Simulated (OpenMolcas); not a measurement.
# One shape, several levels: CH3ClF2Si (SMILES C[Si](F)(F)Cl)

Aim: a comparison of 6 runs (B3LYP/def2-SVP, M06-L/def2-SVP, PBE/def2-SVP, TPSS/def2-SVP, MP2/def2-SVP, CCSD(T)/def2-SVP) of CH3ClF2Si. 

The calculation is run with OpenMolcas 26.06.

## Step 1: The structure to begin with

CH3ClF2Si has 8 atoms, charge 0, and is taken as a singlet. As SMILES, `C[Si](F)(F)Cl`. The C1–H7 distance was set to 1.419 Å, away from the relaxed value.

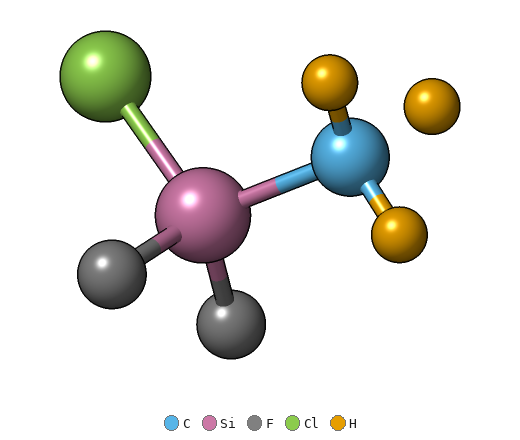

Viewed from a chosen angle; carbon blue, silicon pink, fluorine grey, chlorine green, hydrogen amber.

## Step 2: A single-point energy at B3LYP/def2-SVP (run 1)

Contents of run.inp:

```
* CH3ClF2Si Kohn-Sham DFT
&GATEWAY
BasLib=$CurrDir
Coord
8
angstrom
C       -0.828990      -0.412819       0.205841
Si       0.670110       0.037581      -0.745559
F        1.966510      -0.586119      -0.087259
F        0.595710      -0.529419      -2.220559
Cl       0.942610       2.044681      -0.867259
H       -0.937590      -1.499219       0.243441
H       -0.740200       0.080400       1.533400
H       -1.719290       0.010981      -0.262259
Basis=def2-SVP
Group=NoSym
&SEWARD
GridInput
Grid=UltraFine
End of Grid
&SCF
KSDFT=B3LYP
Thresholds=1e-10 1e-07 1e-07 1e-05
PrOrbitals=1 1
```

The basis set def2-SVP is read from a file made from the Basis Set Exchange's data (not shown).

Command:

```
export MOLCAS_MEM=1860
pymolcas run.inp > run.log
```

What it wrote:

```text
--- Start Module: gateway ---
[...]
--- Stop Module: gateway /rc=_RC_ALL_IS_WELL_ ---
--- Start Module: seward ---
[...]
      Basis functions           93
--- Stop Module: seward /rc=_RC_ALL_IS_WELL_ ---
[...]
--- Start Module: scf ---
[...]
       Convergence after  14 Iterations
[...]
::    Total KS-DFT energy                            -989.0538324646
[...]
      Total spin, S                                     0.0000000000
[...]
      Total electronic charge=   58.000000
      Total            charge=   -0.000000
[...]
      Dipole Moment (debye):
      Origin of the operator (angstrom)=    0.7504    0.3879   -0.7850
                   X= -1.8645E+00               Y= -3.9399E-01               Z=  1.0613E+00           Total=  2.1813E+00
      Quadrupole Moment (debye*angstrom):
[...]
--- Stop Module: scf /rc=_RC_ALL_IS_WELL_ ---
[...]
```

Wall time 17 s (1 thread of Intel Xeon 6975P-C (Granite Rapids), shared host); peak memory 0.51 GiB.

## Step 3: A single-point energy at M06-L/def2-SVP (run 2)

Contents of coord.xyz:

```xyz
8

C     -0.828990    -0.412819     0.205841
Si     0.670110     0.037581    -0.745559
F      1.966510    -0.586119    -0.087259
F      0.595710    -0.529419    -2.220559
Cl     0.942610     2.044681    -0.867259
H     -0.937590    -1.499219     0.243441
H     -0.740200     0.080400     1.533400
H     -1.719290     0.010981    -0.262259
```

Contents of mol.inp:

```
* CH3ClF2Si Kohn-Sham DFT
>>> EXPORT MOLCAS_PRINT=2
&GATEWAY
BasLib
$CurrDir
Coord
coord.xyz
Basis
def2-SVP
Group
NoSym
&SEWARD
GridInput
Grid=UltraFine
End of Grid
&SCF
KSDFT
M06L
Thresholds
1e-10 1e-07 1e-07 1e-05
PrOrbitals
1
```

The basis set def2-SVP is read from a file made from the Basis Set Exchange's data (not shown).

Command:

```
export MOLCAS_MEM=1860
pymolcas mol.inp > mol.log
```

What it wrote:

```text
--- Start Module: gateway ---
[...]
--- Stop Module: gateway /rc=_RC_ALL_IS_WELL_ ---
--- Start Module: seward ---
[...]
      Basis functions           93
--- Stop Module: seward /rc=_RC_ALL_IS_WELL_ ---
[...]
--- Start Module: scf ---
[...]
       Convergence after  14 Iterations
[...]
::    Total KS-DFT energy                            -988.9950050540
[...]
      Total spin, S                                     0.0000000000
[...]
      Total electronic charge=   58.000000
      Total            charge=   -0.000000
[...]
      Dipole Moment (debye):
      Origin of the operator (angstrom)=    0.7504    0.3879   -0.7850
                   X= -1.9064E+00               Y= -4.9797E-01               Z=  1.1211E+00           Total=  2.2670E+00
      Quadrupole Moment (debye*angstrom):
[...]
--- Stop Module: scf /rc=_RC_ALL_IS_WELL_ ---
[...]
```

It took 22 s on 1 thread of Intel Xeon 6975P-C (Granite Rapids), shared host; peak memory 0.51 GiB.

Runs 3 to 5 aren't shown in full; the table further down has their settings and results.

## Step 4: The energy at CCSD(T)/def2-SVP (run 6)

Contents of test.inp:

```
>>> EXPORT MOLCAS_PRINT=2

&GATEWAY
 BasLib = $CurrDir
 Coord
 8
 angstrom
 C       -0.828990      -0.412819       0.205841
 Si       0.670110       0.037581      -0.745559
 F        1.966510      -0.586119      -0.087259
 F        0.595710      -0.529419      -2.220559
 Cl       0.942610       2.044681      -0.867259
 H       -0.937590      -1.499219       0.243441
 H       -0.740200       0.080400       1.533400
 H       -1.719290       0.010981      -0.262259
 Basis = def2-SVP
 Group = NoSym

&SEWARD

&SCF
 Thresholds = 1e-10 1e-07 1e-07 1e-05
 PrOrbitals = 1 2

&RASSCF
 FileOrb = $Project.ScfOrb
 Spin = 1
 Nactel = 0 0 0
 Inactive = 29
 Ras2 = 0
 OutOrbitals = Canonical
 OrbListing = Few

&MOTRA
 JobIph
 Frozen = 13

&CCSDT
 CCT
 Triples = 2
 Iterations = 80
 Accuracy = 1e-08
 Extrapolation = 5 4
```

The basis set def2-SVP is read from a file made from the Basis Set Exchange's data (not shown).

Command:

```
export MOLCAS_MEM=1860
pymolcas test.inp > test.log
```

What it wrote:

```text
--- Start Module: gateway ---
[...]
--- Stop Module: gateway /rc=_RC_ALL_IS_WELL_ ---
[...]
      Basis functions           93
[...]
       Convergence after  13 Iterations
[...]
::    Total SCF energy                               -986.6566242517
[...]
      Total spin, S                                     0.0000000000
[...]
      Number of active orbitals                  0
[...]
      Spin quantum number                      0.0
[...]
      Active orbitals                            0
[...]
      Number of CSFs                             1
[...]
      Number of root(s) required                 1
[...]
      Convergence after  4 iterations
[...]
      Natural orbitals and occupation numbers for root  1
      ************************************************************************************************************************
      *                                                    Final results                                                     *
      ************************************************************************************************************************
[...]
::    RASSCF root number  1 Total energy:   -986.65662425
[...]
      Total electronic charge=   58.000000
      Total            charge=   -0.000000
[...]
      Dipole Moment (debye):
      Origin of the operator (angstrom)=    0.7504    0.3879   -0.7850
                   X= -2.0709E+00               Y= -3.9765E-01               Z=  1.1502E+00           Total=  2.4020E+00
      Quadrupole Moment (debye*angstrom):
[...]
--- Start Module: motra ---
[...]
      *** WARNING: Default frozen orbitals is overwritten by user input.
      *** Default values:  10
[...]
--- Stop Module: motra /rc=_RC_ALL_IS_WELL_ ---
[...]
--- Start Module: ccsdt ---
[...]
      Convergence after                    15  Iterations
      Total energy (diff) :    -987.43140813       0.00000001
[...]
 METHOD                       : CCSD+T(CCSD)+<T3(1)WT1> = CCSD(T)
[...]
       CCSD     =      -987.4314081279410
[...]
--- Stop Module: ccsdt /rc=_RC_ALL_IS_WELL_ ---
[...]
```

Wall time 65 s (1 thread of Intel Xeon 6975P-C (Granite Rapids), shared host); peak memory 0.51 GiB.

## Step 5: Overview of the runs

```tsv
run	level	integration grid	frozen core orbitals	energy (Eh)	dipole moment (D) of the reference	HOMO energy (eV)	LUMO energy (eV)	wall time
1	B3LYP/def2-SVP	UltraFine	–	-989.053832	2.18	-9.15	-0.06	17 s
2	M06-L/def2-SVP	UltraFine	–	-988.995005	2.27	-8.46	-0.37	22 s
3	PBE/def2-SVP	UltraFine	–	-988.437517	2.13	-7.97	-0.72	16 s
4	TPSS/def2-SVP	UltraFine	–	-989.081982	2.10	-8.17	-0.49	24 s
5	MP2/def2-SVP	–	13	-987.395060	2.40	-13.03	3.57	6 s
6	CCSD(T)/def2-SVP	–	13	-987.446700	2.40	-13.03	3.57	65 s
```

## Step 6: Summary of results

```
                                           quantity          value
                                run 6: total energy  -987.44670 Eh
          run 6: dipole moment (mean-field density)         2.40 D
         run 6: HOMO energy (Hartree–Fock orbitals)      -13.03 eV
         run 6: LUMO energy (Hartree–Fock orbitals)        3.57 eV
       run 6: HOMO–LUMO gap (Hartree–Fock orbitals)       16.59 eV
run 6: correlation energy (13 core orbitals frozen)     -790.1 mEh
                              run 6: (T) correction     -15.29 mEh
```

What this shows: Over runs 1, 2, 3, 4 the dipole moment (its size) runs from 2.10 D (TPSS/def2-SVP) to 2.27 D (M06-L/def2-SVP). Over runs 1, 2, 3, 4 the HOMO–LUMO gap runs from 7.25 eV (PBE/def2-SVP) to 9.09 eV (B3LYP/def2-SVP). Totals of different functionals can't be ranked against each other. All runs together took 2.5 min, the longest 65 s.
